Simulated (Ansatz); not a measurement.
AlF2H3Si···HCl

Input

```
crystal:
  periodic: [false, false, false]
  atoms:
    - { symbol: Al, position_ang: [0.0, 0.0, 0.0] }
    - { symbol: Cl, position_ang: [0.0, 0.0, 2.58] }
    - { symbol: F, position_ang: [1.4635, 0.0, -0.845] }
    - { symbol: F, position_ang: [-1.4635, 0.0, -0.845] }
    - { symbol: Si, position_ang: [0.1095, -2.4839, 0.8261] }
    - { symbol: H, position_ang: [-0.6805, -3.3291, -0.0645] }
    - { symbol: H, position_ang: [1.4971, -2.9379, 0.8228] }
    - { symbol: H, position_ang: [-0.427, -2.571, 2.1812] }
    - { symbol: H, position_ang: [0.0643, -1.4591, 2.1004] }
basis:
  gaussian: { orbitals: def2-SVP }
hamiltonian:
  xc: pbe
relax:
  f_tol: 0.15
  max_steps: 25
  restrain:
    - { distance: [0, 4], at: 2.32, k: 30.0 }
    - { distance: [8, 1], at: 1.37, k: 30.0 }
    - { distance: [0, 1], at: 3.43, k: 30.0 }
    - { distance: [8, 4], at: 2.66, k: 30.0 }
output:
  orbitals: {}
```

Command:

```sh
ansatz run input.yaml --threads 2 --pin off --max-ram 3072MiB --backend cpu --events-out ev --progress --plain --runs-dir out
```

The fields are those of the run's last geometry, not of the input's.

Not at a stationary point (largest force 0.9 eV/Å).

Theory: Ansatz 0.2.0, RKS PBE/def2-SVP.

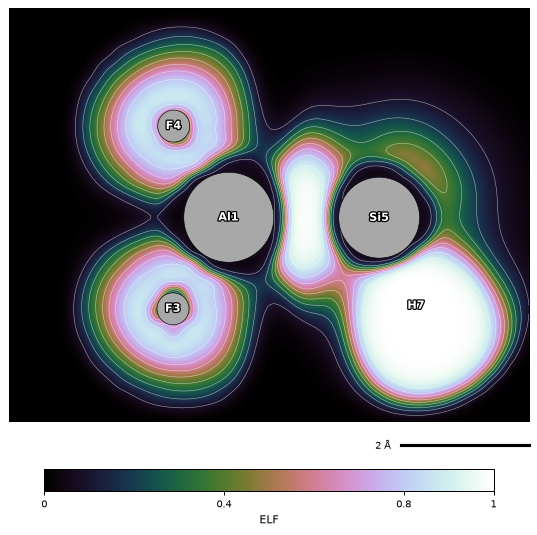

Figure 1. ELF on the plane of atoms F3, Al1 and Si5. Grey discs cover the atomic cores.

> Interpret the plot.

- The plane passes through Al, F, Si and H nuclei.
- Al–F (1.67 Å): the ELF peaks at about 0.85 in the valence shell of F, 0.5 Å from its nucleus, and is about 0.30 at the midpoint.
- Al–Si (2.35 Å): the ELF peaks at about 1 between the atoms: a covalent bond.
- Si–H (1.51 Å): the ELF climbs to about 1 towards the hydrogen, as it does in any bond to H.
- The ELF also peaks beside F3 and F4, away from the bonds: lone-pair regions.

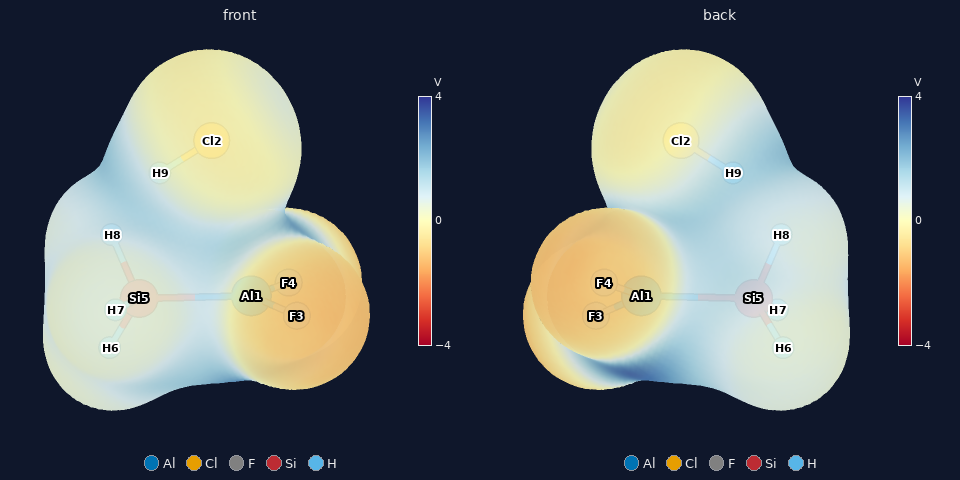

Figure 2. The electrostatic potential painted on the density surface at 0.002 e/bohr³, seen from the front and from behind; red is negative and blue positive.

> Where is the surface potential most negative and most positive?

The most negative region (about −1.2 V) lies over F3 and F4, the most positive (about +3.2 V) over Al1.

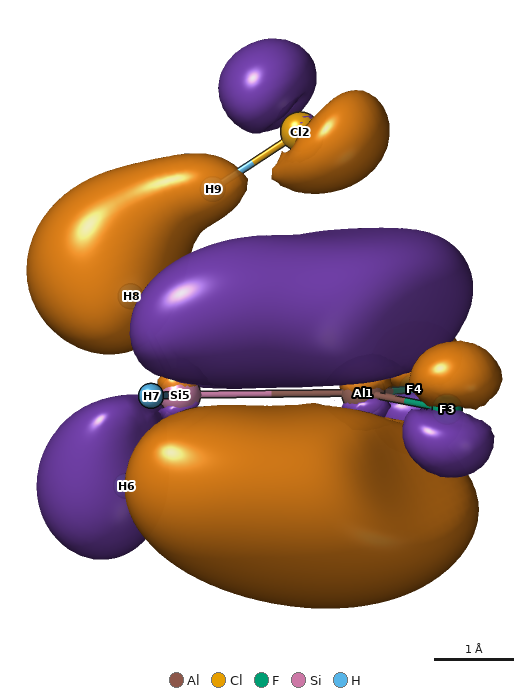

Figure 3. The LUMO at ±0.06 Å⁻³ᐟ² (orange and purple are the two phases), seen at a tilt.

> Where does this orbital lie, and at what energy?

By Hirshfeld shares it lies mainly on Al1 (about 45 %), Si5 (about 25 %) and H8 (about 5 %); π-bonding across Al1–Si5. Its energy is −2.13 eV.

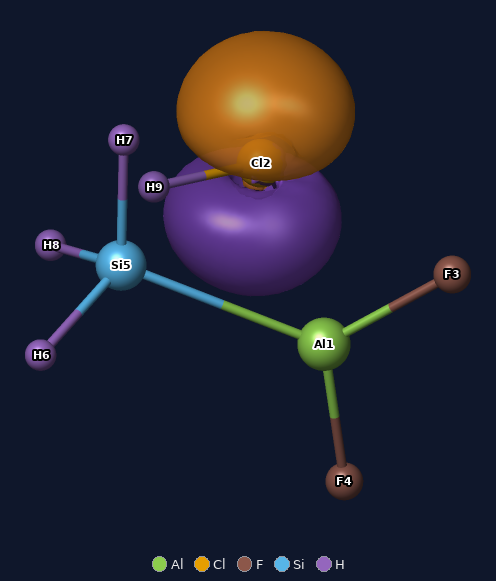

Figure 4. The HOMO−1 at ±0.2 Å⁻³ᐟ² (orange and purple are the two phases), seen at an oblique angle.

> Describe this orbital and give its energy.

Its weight (Hirshfeld) is mainly on Cl2 (about 95 %); largely a lone pair of Cl2. Its energy is −8.09 eV.
